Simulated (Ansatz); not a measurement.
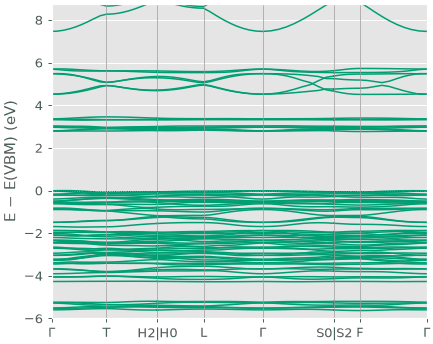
Figure. Band structure from r²SCAN (plane waves, PAW; program Ansatz)

Problem. Read off the gap and where the band edges lie.

Solution. About 2.8 eV (2.77 eV by a search for the band edges); maximum on the Γ–T line, 25 % of the way from Γ, minimum at F.

Problem. Which of these materials gives this?
A. BaC2, R-3m (Ba on 3a, C on 6c)
B. TiS2O8, R3 (Pearson symbol hR33)
C. RbGdS2, R-3m (Gd on 3b, S on 6c, Rb on 3a)
D. K3MnCrO8, R3m (Pearson symbol hR13)

Solution. B, TiS2O8, R3 (Pearson symbol hR33)

The workflow started from a Materials Project entry (that database holds measured and hypothetical structures alike); the Crystallography Open Database copy checked does not list it. Whether it is the stable phase at ambient conditions was not checked. The cell was relaxed with r²SCAN under the symmetry of its start; its stability against distortions is not shown here. The run is not spin-polarised.

Potentials: the later of the program's two PAW sets.
